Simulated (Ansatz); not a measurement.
# CH5Si (SMILES C[SiH2]): UCCSD/aug-cc-pVDZ

What is the vertical ionisation energy of CH5Si at UCCSD/aug-cc-pVDZ? 

Program for the calculation: Ansatz 0.2.0.

50 further runs of the same task are left out: 50 set aside as unsound or not needed.

### 1 The molecule

The species is CH5Si (7 atoms), meant as a doublet with charge 0. SMILES: `C[SiH2]`. The shape is that of a PBE0-D4/def2-TZVP optimisation.

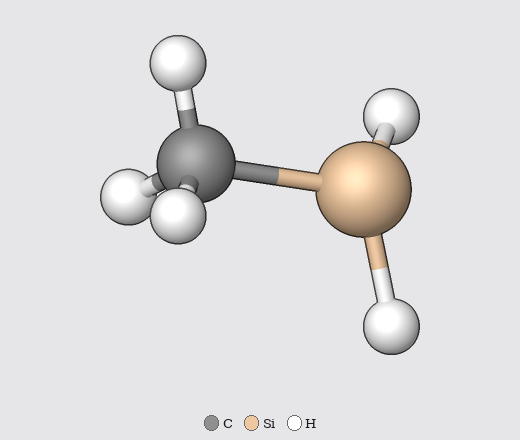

Viewed from a chosen angle; carbon grey, silicon light orange, hydrogen white.

### 2 The energy at UCCSD/aug-cc-pVDZ

run.yaml reads:

```yaml
crystal:
  periodic: [false, false, false]
  atoms:
    - {symbol: C, position_ang: [-0.122600, -0.803200, 0.095200]}
    - {symbol: Si, position_ang: [0.176200, 1.034800, 0.314000]}
    - {symbol: H, position_ang: [-0.204800, -1.054900, -0.966600]}
    - {symbol: H, position_ang: [0.699200, -1.383300, 0.519500]}
    - {symbol: H, position_ang: [-1.047100, -1.107700, 0.589500]}
    - {symbol: H, position_ang: [-0.951500, 1.846400, -0.225700]}
    - {symbol: H, position_ang: [1.450600, 1.468000, -0.326000]}
basis:
  gaussian:
    orbitals: aug-cc-pVDZ
magnetization:
  spin_polarized: true
  initial_magnetization: 1
correlation:
  method: ccsd
  frozen_orbitals: {C: 1, H: 0, Si: 5}
accuracy: high
scf:
  omitted_lower_state_checks: [cluster_reference, increment]
```

The run is started by

```console
$ ansatz run run.yaml --threads 1 --pin off --max-ram 3480MiB --events-out events.jsonl --progress --plain --runs-dir runs
```

The log of the run, cut to the lines that bear on the results:

```text
Warning: RAYON_NUM_THREADS=1 ignored (pool sized by the plan → 1); use --threads N
Functional definition: HF
  name "HF"
[...]
1901 factors; integrals over basis functions are off by at most 3.9e-9 eV
[...]
mean field -8970.89048812 eV, -329.6741447506 hartree, gradient 7.5e-8 eV, S^2 0.754096; 0 other end points of the search recorded, 0 dependent functions left out
6 core orbitals not correlated: weight in the atoms' cores, before any rotation towards them, 1.000 or more for the frozen orbitals, at most 0.000 for the correlated occupied ones
reference -8970.89048812 eV, -329.6741447506 hartree; 7, 6 occupied and 82, 83 virtual orbitals, 1901 factors
second order -6.73495518 eV of doubles, -0.00000000 eV of singles
cycle   1  -7.49814685 eV  change   -7.6e-1 eV  update   6.5e-2
[...]
cycle  22  -7.79851844 eV  change  -1.8e-10 eV  update  8.4e-10
Total energy: -8978.68900656 eV, -329.9607350171 hartree
Checks for a lower state left out: cluster_reference, increment
```

Wall time 31 s (1 thread of Intel Xeon Platinum 8259CL at 2.50GHz (Skylake/Cascade Lake), shared host); peak memory 1.2 GiB.

### 3 The singlet cation at the same level

input.yaml reads:

```yaml
crystal:
  periodic: [false, false, false]
  atoms:
    - {symbol: C, position_ang: [-0.122600, -0.803200, 0.095200]}
    - {symbol: Si, position_ang: [0.176200, 1.034800, 0.314000]}
    - {symbol: H, position_ang: [-0.204800, -1.054900, -0.966600]}
    - {symbol: H, position_ang: [0.699200, -1.383300, 0.519500]}
    - {symbol: H, position_ang: [-1.047100, -1.107700, 0.589500]}
    - {symbol: H, position_ang: [-0.951500, 1.846400, -0.225700]}
    - {symbol: H, position_ang: [1.450600, 1.468000, -0.326000]}
basis:
  gaussian:
    orbitals: aug-cc-pVDZ
accuracy: high
correlation:
  method: ccsd
  frozen_orbitals: {C: 1, H: 0, Si: 5}
total_charge: 1
scf:
  omitted_lower_state_checks: [cluster_reference, increment]
```

The run is started by

```console
$ ansatz run input.yaml --threads 1 --pin off --max-ram 3480MiB --events-out events.jsonl --progress --plain --runs-dir runs
```

The log of the run, cut to the lines that bear on the results:

```text
Warning: RAYON_NUM_THREADS=1 ignored (pool sized by the plan → 1); use --threads N
Functional definition: HF
  name "HF"
[...]
1900 factors; integrals over basis functions are off by at most 3.9e-9 eV
[...]
mean field -8963.07489392 eV, -329.3869269611 hartree, gradient 1.6e-8 eV, S^2 0.000000; 0 other end points of the search recorded, 0 dependent functions left out
6 core orbitals not correlated: weight in the atoms' cores, before any rotation towards them, 1.000 or more for the frozen orbitals, at most 0.000 for the correlated occupied ones
reference -8963.07489392 eV, -329.3869269611 hartree; 6, 6 occupied and 83, 83 virtual orbitals, 1900 factors
second order -6.48026844 eV of doubles, -0.00000000 eV of singles
cycle   1  -7.21206395 eV  change   -7.3e-1 eV  update   6.6e-2
[...]
cycle  22  -7.51298204 eV  change   1.7e-10 eV  update   1.3e-9
Total energy: -8970.58787596 eV, -329.6630239585 hartree
Checks for a lower state left out: cluster_reference, increment
```

Run time: 12 s. Hardware: 1 thread of Intel Xeon Platinum 8259CL at 2.50GHz (Skylake/Cascade Lake), shared host; peak memory 0.65 GiB.

### 4 What came out

Level: UCCSD/aug-cc-pVDZ, 6 core orbitals frozen.

| quantity | value |
| --- | --- |
| doublet CH5Si: total energy | -329.96074 Eh |
| doublet CH5Si: correlation energy (6 core orbitals frozen) | -286.6 mEh |
| doublet CH5Si: ⟨S²⟩ of the reference determinant | 0.754 |
| doublet CH5Si: T1 diagnostic | 0.012 |
| singlet cation: total energy | -329.66302 Eh |
| singlet cation: correlation energy (6 core orbitals frozen) | -276.1 mEh |
| singlet cation: T1 diagnostic | 0.012 |
| vertical ionisation energy (to the singlet cation) | 8.101 eV |

**Reading.** Removing an electron at fixed nuclei costs 8.10 eV (187 kcal/mol). Only the singlet of the ionised species was computed; a triplet could lie lower.
